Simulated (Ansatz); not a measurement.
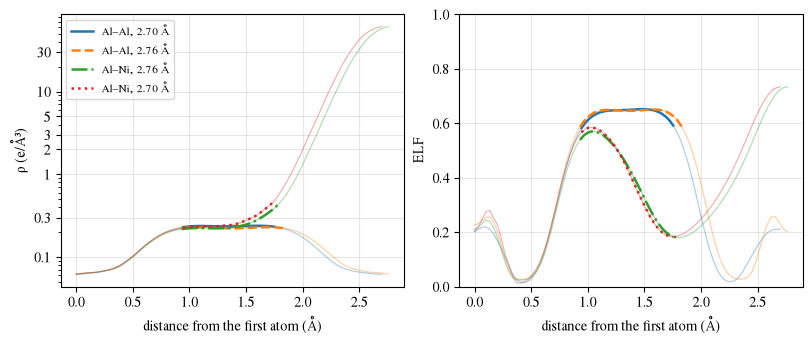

Figure. Al5Ni. Valence pseudo-density and electron localisation function along straight lines between neighbouring atoms. Thin, pale parts lie inside the atomic spheres.

Space group Cmmm; a structure generated by program, which may or may not match a known phase; computed without spin polarisation.

Theory: Ansatz, DFT PBE, scalar-relativistic, plane waves, PAW.

Core electrons are frozen (PAW), and the valence fields are smoothed inside the atomic spheres.

Q: What can be read from the curves?

A: Al–Al (2.70 Å): ρ at the midpoint is about 0.23 e/Å³; the ELF peaks at about 0.65 between the atoms.
Al–Al (2.76 Å): ρ is about 0.22 e/Å³ halfway; the ELF peaks at about 0.65 between the atoms.
Al–Ni (2.76 Å): ρ at the midpoint is about 0.23 e/Å³; the ELF is about 0.40 at the midpoint.
Al–Ni (2.70 Å): ρ at the midpoint is about 0.24 e/Å³; the ELF is about 0.45 at the midpoint.
